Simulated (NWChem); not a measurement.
**M06-2X/def2-SVP (density fitting with weigend coulomb fitting) run of C2H3Cl2F (1,1-dichloro-1-fluoroethane)**

Aim: the electronic atomisation energy of C2H3Cl2F (1,1-dichloro-1-fluoroethane) at M06-2X/def2-SVP (density fitting with weigend coulomb fitting), from 5 runs. 

Program for the calculation: NWChem 7.3.0.

## (1) The system as given

C2H3Cl2F has 8 atoms, charge 0, and is taken as a singlet. SMILES: `CC(F)(Cl)Cl`. The coordinates come from a PBE0-D4/def2-TZVP relaxation.

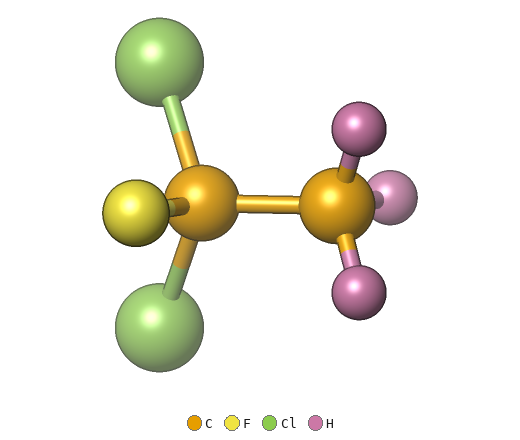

Viewed from a chosen angle; carbon amber, fluorine yellow, chlorine green, hydrogen pink.

## (2) A single-point energy at M06-2X/def2-SVP (density fitting with weigend coulomb fitting) (run 1)

a.nw

```
START a
TITLE "C2H3Cl2F energy"
memory stack 880 mb heap 220 mb global 1100 mb

GEOMETRY units angstrom noautosym nocenter noautoz
C       -0.133500      -0.505900       0.646300
C        0.199400       0.391300      -0.511300
F        1.523600       0.643200      -0.537400
Cl      -0.232400      -0.372700      -2.055900
Cl      -0.641100       1.950200      -0.373000
H        0.163400      -0.011800       1.572000
H        0.414900      -1.442000       0.535900
H       -1.202100      -0.709300       0.667600
END

BASIS spherical bse
* library def2-SVP
END

BASIS "cd basis" spherical
* library "weigend coulomb fitting"
END

DFT
xc m06-2x
grid fine
convergence energy 1e-08
iterations 100
mulliken
noprint "final vectors analysis"
END

TASK dft energy
```

Started as:

```sh
$ nwchem a.nw > a.out
```

The program printed:

```text
[...]
          Wavefunction type:  closed shell.
          No. of atoms     :     8
          No. of electrons :    58
[...]
          Charge           :     0
          Spin multiplicity:     1
[...]
          AO basis - number of functions:    93
[...]
              XC Information
              --------------
                       M06-2X Method XC Functional
                     Hartree-Fock (Exact) Exchange  0.540
                        M06-2X Exchange Functional  1.000
                      M06-2X Correlation Potential  1.000
[...]
 d= 0,ls=0.0,diis     1  -1097.5877577037 -1.40D+03  1.63D-02  1.18D+00     1.9
[...]
 d= 0,ls=0.0,diis    10  -1097.7357488830 -5.76D-10  3.90D-07  7.05D-10    14.8
         Total DFT energy =    -1097.735748882981
      One electron energy =    -2111.041543509671
           Coulomb energy =      792.165967894422
    Exchange-Corr. energy =      -78.865419809708
 Nuclear repulsion energy =      300.005246541976
[...]
      Total Density - Mulliken Population Analysis
     ---------------------------------------------
    Atom       Charge   Shell Charges
 -----------   ------   -------------------------------------------------------
    1 C    6     5.99   1.99  0.88  0.14  2.14  0.82  0.02
    2 C    6     5.87   1.99  0.97  0.21  1.89  0.72  0.11
    3 F    9     9.19   1.99  1.13  0.79  3.34  1.94  0.01
    4 Cl  17    17.08   2.00  1.99  1.24  0.73  5.94  2.14  3.02  0.03
    5 Cl  17    17.08   2.00  1.99  1.24  0.73  5.94  2.14  3.02  0.03
    6 H    1     0.92   0.74  0.17  0.02
    7 H    1     0.92   0.74  0.17  0.02
    8 H    1     0.93   0.74  0.17  0.02
[...]
```

It took 16 s on 1 thread of Intel Xeon 6975P-C (Granite Rapids), shared host; peak memory 0.13 GiB.

## (3) The C atom at the same level (run 2)

sp.nw

```
start sp
title "C energy"
memory stack 880 mb heap 220 mb global 1100 mb
geometry units angstrom noautosym nocenter noautoz
   C        0.000000       0.000000       0.000000
end
basis spherical bse
   * library def2-SVP
end
basis "cd basis" spherical
   * library "weigend coulomb fitting"
end
dft
   xc m06-2x
   mult 3
   grid fine
   convergence energy 1e-08
   maxiter 100
   mulliken
   noprint "final vectors analysis"
end
task dft energy
```

Run the same way, it converges to -37.79628 Eh (log not shown).

## (4) The Cl atom (run 3)

test.xyz

```xyz
1

Cl     0.000000     0.000000     0.000000
```

test.nw

```
start test
memory 2200 mb

geometry units angstrom noautosym nocenter noautoz
load test.xyz
end

basis spherical bse
* library def2-SVP
end

basis "cd basis" spherical
* library "weigend coulomb fitting"
end

dft
xc m06-2x
mult 2
grid fine
convergence energy 1e-08
iterations 100
mulliken
noprint "final vectors analysis"
end

task dft energy
```

Run the same way, it converges to -459.97614 Eh (log not shown).

Run 4 isn't shown in full; the table further down has it.

## (5) The H atom (run 5)

a.xyz

```xyz
1
H energy
H      0.000000     0.000000     0.000000
```

a.nw

```
start a
title "H energy"
memory total 2200 mb

geometry noautosym nocenter noautoz
  load a.xyz
end

basis spherical bse
  * library def2-SVP
end

basis "cd basis" spherical
  * library "weigend coulomb fitting"
end

dft
  xc m06-2x
  mult 2
  grid fine
  convergence energy 1e-08
  maxiter 100
  mulliken
  noprint "final vectors analysis"
end

task dft energy
```

Run the same way, it converges to -0.49741 Eh (log not shown).

## (6) All runs side by side

```csv
run,level,partner,energy (Eh),wall time
1,M06-2X/def2-SVP (density fitting with weigend coulomb fitting),base,-1097.735749,16 s
2,UM06-2X/def2-SVP (density fitting with weigend coulomb fitting),atoms,-37.796276,0.78 s
3,UM06-2X/def2-SVP (density fitting with weigend coulomb fitting),atoms,-459.976141,1 s
4,UM06-2X/def2-SVP (density fitting with weigend coulomb fitting),atoms,-99.608232,1.1 s
5,UM06-2X/def2-SVP (density fitting with weigend coulomb fitting),atoms,-0.497412,0.68 s
```

## (7) Results

Level: M06-2X/def2-SVP (density fitting with weigend coulomb fitting).

| quantity | value |
| --- | --- |
| H atom: total energy | -0.49741 Eh |
| H atom: ⟨S²⟩ | 0.750 |
| electronic atomisation energy | 29.673 eV |

Taking the molecule apart into free atoms costs 29.67 eV (2863 kJ/mol), before zero-point energy and without spin-orbit coupling. All runs together took 19 s, the longest 16 s.
